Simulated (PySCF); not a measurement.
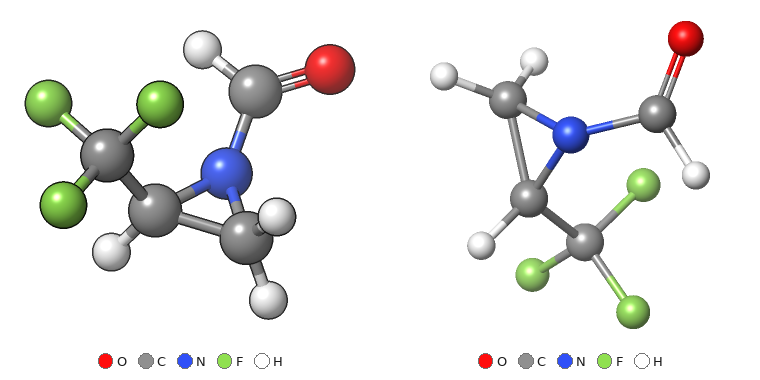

The same structure drawn twice, from different directions.

Computed geometry: GFN2-xTB optimisation. No frequency run is at hand to confirm it as a minimum.

Description:

Formula C4H4F3NO. Its SMILES string is `O=CN1C[C@H]1C(F)(F)F`. Independent rings (smallest set): 1 of 3 members. Among its groups: amide, C–F bond. The point group is C1. Coordination, clear cases only: 1 C trigonal planar; 1 C tetrahedral.

The parts below concern this one geometry. Atoms keep their numbers from picture to picture.

Shape

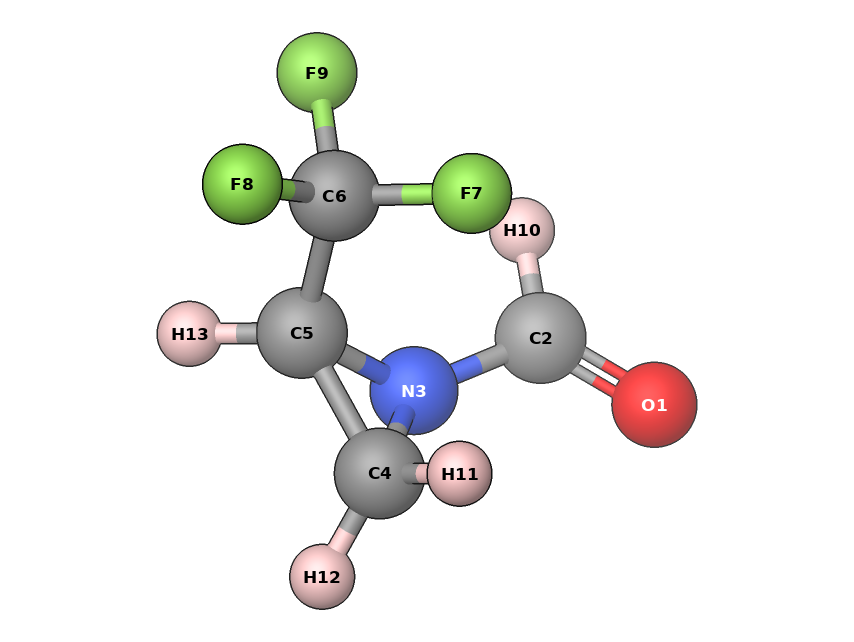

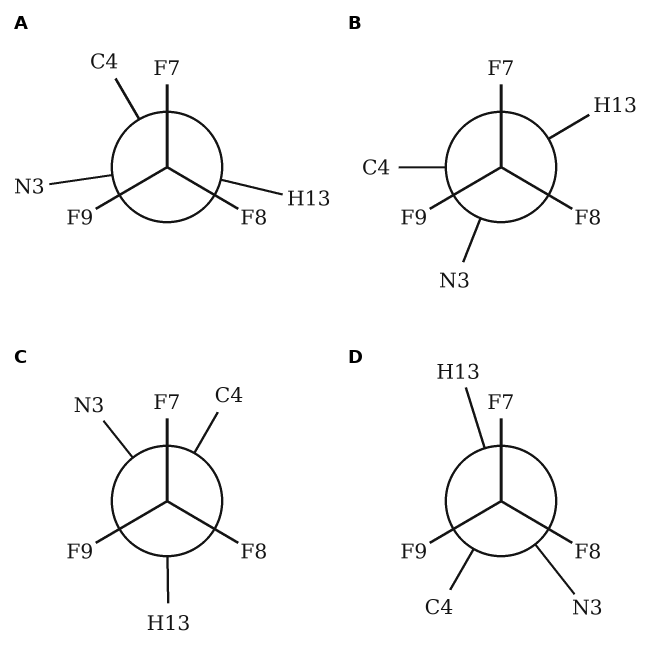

Distant atoms are faded towards the background colour. Bonds that would overlap in a projection are set slightly apart. No frequency run is at hand to confirm it as a minimum.

Which Newman projection shows the view along C6–C5, with C6 in front?

Answer. C. The torsion angle F7–C6–C5–N3 is −38°, synclinal (gauche).

Dipole moment

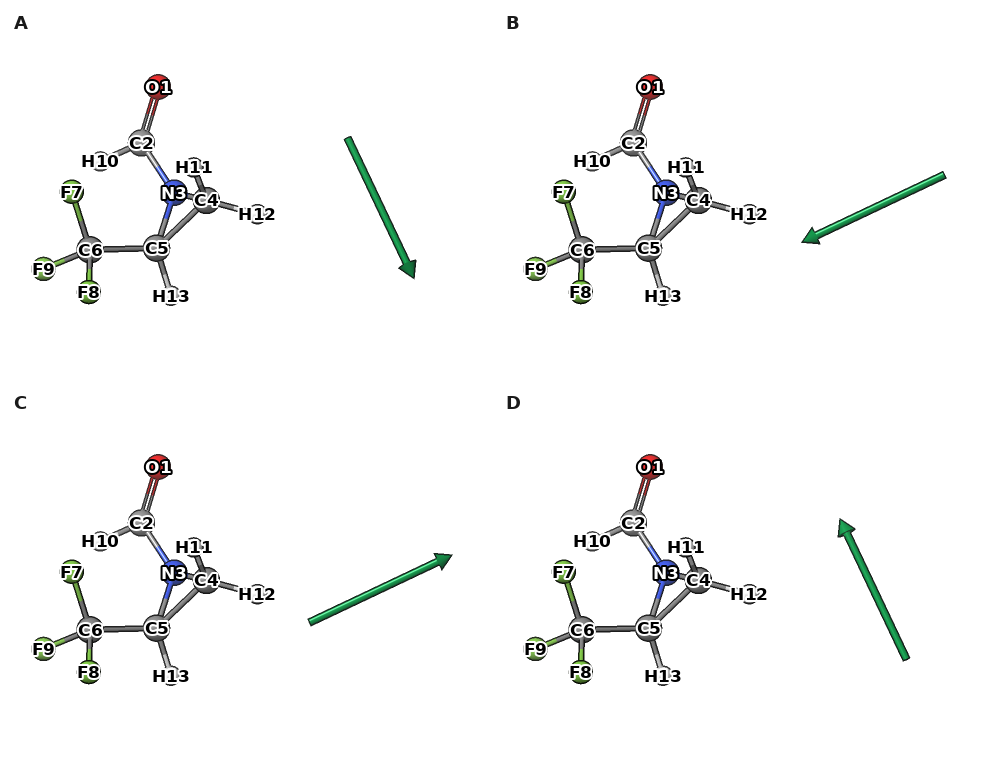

The same molecule four times, each with an arrow. No frequency run is at hand to confirm it as a minimum. Method: PBE0/def2-SVPD, gas phase (PySCF 2.14.0).

Which arrow points along the dipole moment, from the negative to the positive end?

Answer. A. The dipole moment is 3.39 D; it points from the side of O1 to the side of H13 (the outermost atoms at the two ends).

NMR shielding

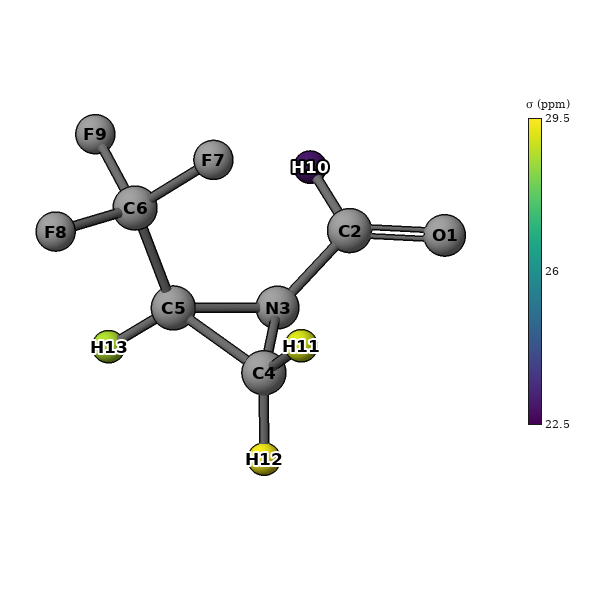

Atoms are coloured by their isotropic NMR shieldings (H only, the others grey). No frequency run is at hand to confirm it as a minimum. Level of theory: GIAO PBE0/pcSseg-1 NMR shielding, non-relativistic, gas phase (PySCF 2.14.0).

List the isotropic NMR shieldings of the H atoms.

```tsv
atom	σ (ppm)
H10	22.94
H11	29.06
H12	29.32
H13	28.63
```

Excitation

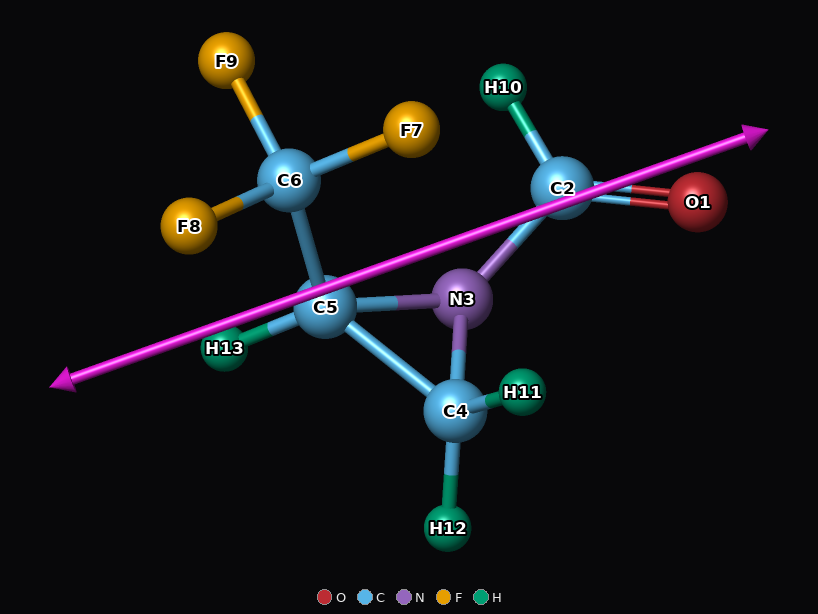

The double arrow shows the direction of the transition dipole to excited singlet state 4 (its length means nothing). No frequency run is at hand to confirm it as a minimum. Properties computed with TDDFT PBE0/def2-SVPD, vertical, gas phase, core orbitals frozen in the response (PySCF 2.14.0).

Where does the transition lie, and how strong is it?

Answer. 7.66 eV (162 nm), oscillator strength 0.028, mainly HOMO → LUMO+2 (weight 0.69); transition dipole 0.99 D.
